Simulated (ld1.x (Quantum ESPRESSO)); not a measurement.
**Run report: Co, pseudopotential generation (part 2 of 2)**

The same run, continued: cobalt (Co, Z = 27), core [Ar], reference valence 3d7 4s0 4p0 (an ion of charge +2), valence charge 9. Method: ultrasoft potential, PBEsol, scalar-relativistic, made with ld1.x (Quantum ESPRESSO) 7.5.

**Output of the test run (extracts), continued**
```
     ---------------------- Testing the pseudopotential ----------------------

     Co
     scalar relativistic calculation

     atomic number is 27.00   valence charge is  9.00
     dft =PBESOL   lsd =0 sic =0 latt =0  beta=0.20 tr2=1.0E-14
     mesh =1193 r(mesh) =  99.89935 xmin = -7.00 dx = 0.01250

     n l     nl             e AE (Ry)        e PS (Ry)    De AE-PS (Ry)
     3 2     3D   1( 7.50)       -0.44612       -0.44915        0.00304
     1 0     4S   1( 1.50)       -0.36049       -0.36449        0.00400
     2 1     4P   1( 0.00)       -0.07252       -0.07388        0.00136

     eps = 4.2E-12  iter =201

     Etot =   -2783.876374 Ry,   -1391.938187 Ha,  -37876.567637 eV
     Etotps =   -56.896703 Ry,     -28.448351 Ha,    -774.119081 eV
     dEtot_ae =      -1.962941 Ry
     dEtot_ps =      -1.971410 Ry,   Delta E=       0.008469 Ry

     Ekin =      23.972669 Ry,      11.986334 Ha,     326.164771 eV
     Encl =    -164.046877 Ry,     -82.023438 Ha,   -2231.971466 eV
     Ehrt =      56.095372 Ry,      28.047686 Ha,     763.216417 eV
     Ecxc =     -10.224941 Ry,      -5.112470 Ha,    -139.117408 eV
     Epseu=      37.307074 Ry,      18.653537 Ha,     507.588604 eV

     ---------------------- End of pseudopotential test ----------------------

     ---------------------- Testing the pseudopotential ----------------------

     Co
     scalar relativistic calculation

     atomic number is 27.00   valence charge is  9.00
     dft =PBESOL   lsd =0 sic =0 latt =0  beta=0.20 tr2=1.0E-14
     mesh =1193 r(mesh) =  99.89935 xmin = -7.00 dx = 0.01250

     n l     nl             e AE (Ry)        e PS (Ry)    De AE-PS (Ry)
     3 2     3D   1( 7.00)       -0.73701       -0.74550        0.00849  !
     1 0     4S   1( 1.00)       -0.48757       -0.49012        0.00256
     2 1     4P   1( 1.00)       -0.15556       -0.15644        0.00088

     eps = 4.3E-12  iter =201

     Etot =   -2783.483325 Ry,   -1391.741663 Ha,  -37871.219934 eV
     Etotps =   -56.500586 Ry,     -28.250293 Ha,    -768.729632 eV
     dEtot_ae =      -1.569892 Ry
     dEtot_ps =      -1.575293 Ry,   Delta E=       0.005401 Ry

     Ekin =      23.326340 Ry,      11.663170 Ha,     317.371028 eV
     Encl =    -160.597717 Ry,     -80.298858 Ha,   -2185.043253 eV
     Ehrt =      53.650056 Ry,      26.825028 Ha,     729.946194 eV
     Ecxc =      -9.910422 Ry,      -4.955211 Ha,    -134.838157 eV
     Epseu=      37.031157 Ry,      18.515578 Ha,     503.834557 eV

     ---------------------- End of pseudopotential test ----------------------

     ---------------------- Testing the pseudopotential ----------------------

     Co
     scalar relativistic calculation

     atomic number is 27.00   valence charge is  9.00
     dft =PBESOL   lsd =0 sic =0 latt =0  beta=0.20 tr2=1.0E-14
     mesh =1193 r(mesh) =  99.89935 xmin = -7.00 dx = 0.01250

     n l     nl             e AE (Ry)        e PS (Ry)    De AE-PS (Ry)
     3 2     3D   1( 8.00)       -0.89828       -0.89799       -0.00029
     1 0     4S   1( 0.00)       -0.81196       -0.82180        0.00984  !
     2 1     4P   1( 0.00)       -0.45747       -0.46484        0.00737  !

     eps = 4.9E-15  iter = 12

     Etot =   -2783.333427 Ry,   -1391.666714 Ha,  -37869.180467 eV
     Etotps =   -56.343970 Ry,     -28.171985 Ha,    -766.598769 eV
     dEtot_ae =      -1.419994 Ry
     dEtot_ps =      -1.418677 Ry,   Delta E=      -0.001316 Ry

     Ekin =      25.054100 Ry,      12.527050 Ha,     340.878401 eV
     Encl =    -161.155780 Ry,     -80.577890 Ha,   -2192.636089 eV
     Ehrt =      52.236328 Ry,      26.118164 Ha,     710.711455 eV
     Ecxc =     -10.118689 Ry,      -5.059345 Ha,    -137.671779 eV
     Epseu=      37.640070 Ry,      18.820035 Ha,     512.119244 eV

     ---------------------- End of pseudopotential test ----------------------

     ---------------------- Testing the pseudopotential ----------------------

     Co
     scalar relativistic calculation

     atomic number is 27.00   valence charge is  9.00
     dft =PBESOL   lsd =0 sic =0 latt =0  beta=0.20 tr2=1.0E-14
     mesh =1193 r(mesh) =  99.89935 xmin = -7.00 dx = 0.01250

     n l     nl             e AE (Ry)        e PS (Ry)    De AE-PS (Ry)
     3 2     3D   1( 7.00)       -0.91302       -0.92213        0.00911  !
     1 0     4S   1( 1.50)       -0.66205       -0.66575        0.00370
     2 1     4P   1( 0.00)       -0.30705       -0.30893        0.00187

     eps = 3.8E-12  iter =201

     Etot =   -2783.539942 Ry,   -1391.769971 Ha,  -37871.990248 eV
     Etotps =   -56.557405 Ry,     -28.278703 Ha,    -769.502701 eV
     dEtot_ae =      -1.626509 Ry
     dEtot_ps =      -1.632112 Ry,   Delta E=       0.005604 Ry

     Ekin =      23.081874 Ry,      11.540937 Ha,     314.044896 eV
     Encl =    -159.004869 Ry,     -79.502434 Ha,   -2163.371452 eV
     Ehrt =      52.094611 Ry,      26.047306 Ha,     708.783295 eV
     Ecxc =      -9.834009 Ry,      -4.917005 Ha,    -133.798509 eV
     Epseu=      37.104987 Ry,      18.552494 Ha,     504.839069 eV

     ---------------------- End of pseudopotential test ----------------------
```

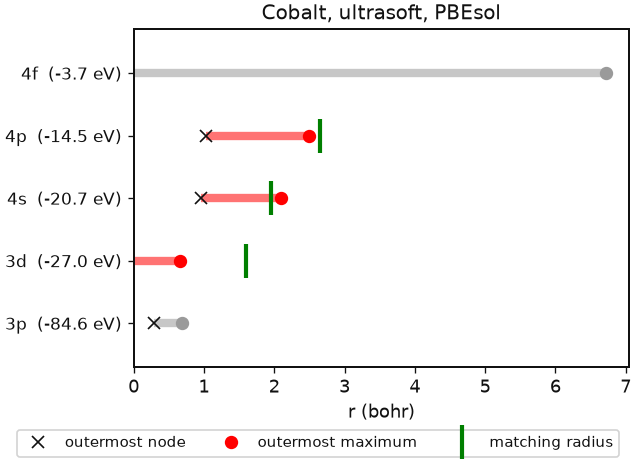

*Outer shells of the all-electron reference atom: each bar runs from the outermost node (or the nucleus) to the outermost maximum of u(r); the tick is the radius chosen for the pseudo-wave. Shells without a tick have no pseudo-wave of their own. Levels, nodes and maxima are from ld1.x, scalar-relativistic.*

- Radii against the shells: 3d: 1.60 bohr, outside the maximum; 4s: 1.95 bohr, between node and maximum; 4p: 2.65 bohr, outside the maximum.

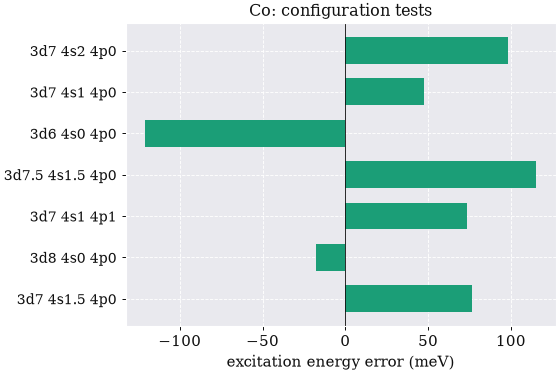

*Errors, all-electron minus pseudo, of the energies of valence configurations relative to the unpolarised reference 3d7 4s0 4p0.*

- Worst configuration: 3d6 4s0 4p0 (charge +3): the error is -121 meV on an all-electron energy of +35.84 eV relative to the reference, or 0.34 %.
- Configurations within 10 meV and within 50 meV: 0 and 2 of 7.
- Errors in meV: 3d7 4s2 4p0: +98; 3d7 4s1 4p0: +48; 3d6 4s0 4p0: -121; 3d7.5 4s1.5 4p0: +115; 3d7 4s1 4p1: +73; 3d8 4s0 4p0: -18; 3d7 4s1.5 4p0: +76. The potential isn't sound: its ghost test gives ghost state below the valence levels: s at -507.3 eV.

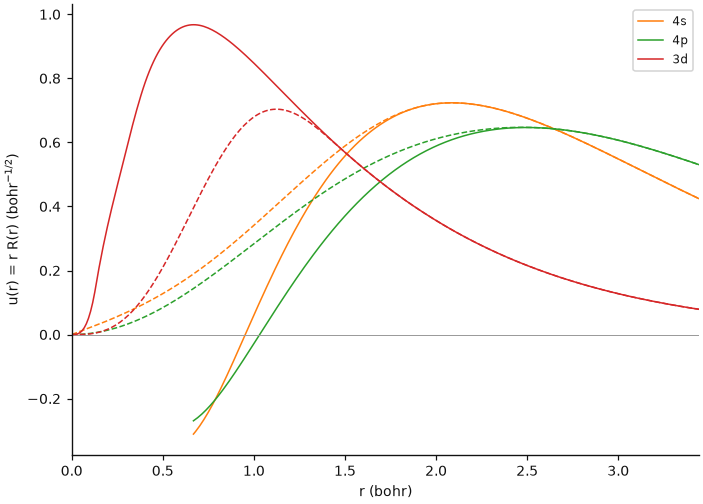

*All-electron valence functions (solid) with their pseudo partners (dashed). The innermost oscillations of some all-electron curves aren't drawn. Reference configuration 3d7 4s0 4p0.*

- Matching radii: 4s at 1.95 bohr; 4p at 2.65 bohr; 3d at 1.60 bohr. The curves merge smoothly, so the plot gives these only roughly.
- Nodes of the pseudo-waves: 4s has no node; 4p has no node; 3d has no node.
- Cutoffs needed: 40 Ry (loose) and 70 Ry (tight), as the cutoffs, on a coarse ladder, from which the occupation-weighted sum of valence levels, in a spherical-Bessel basis at the reference potential, stays within 10 and 1 mRy of its value at 400 Ry.

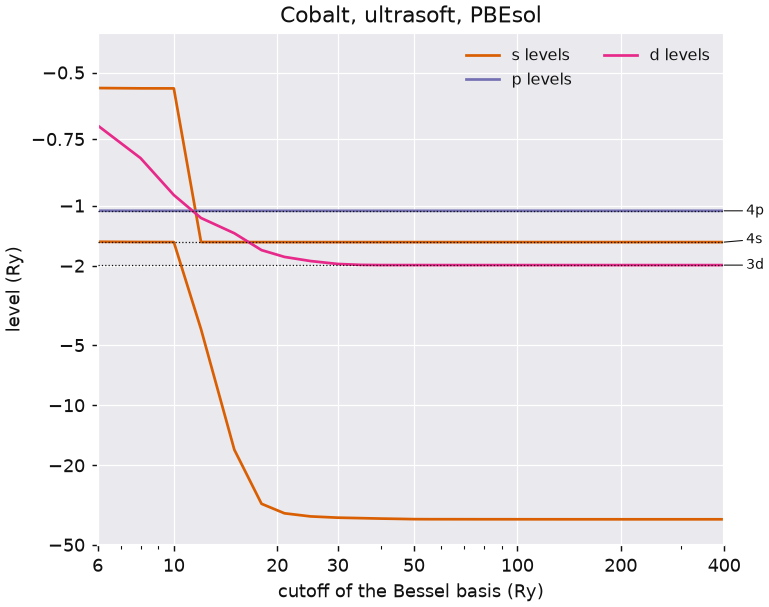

*The pseudo-atom Hamiltonian at the reference potential is diagonalised in spherical Bessel functions (20 bohr box) up to the cutoff. Curves: the lowest levels of each channel that holds a bound state. Dotted lines: the all-electron valence levels.*

- Ghost states: ghost state below the valence levels: s at -507.3 eV. A ghost is a state of the pseudo-atom that lies below a valence level of its channel, or is bound in a channel without one, and matches no all-electron valence level; bound levels above the valence ones can be real empty states. In Ry: s -37.28.
- All-electron valence levels: 4s: -1.52 Ry; 4p: -1.06 Ry; 3d: -1.99 Ry.
- Onset of the ghost: the lowest s curve lies clearly below the lowest valence level of its channel from about 12 Ry on and ends at -37.28 Ry.

Outcome of the run: generated, with a ghost state.
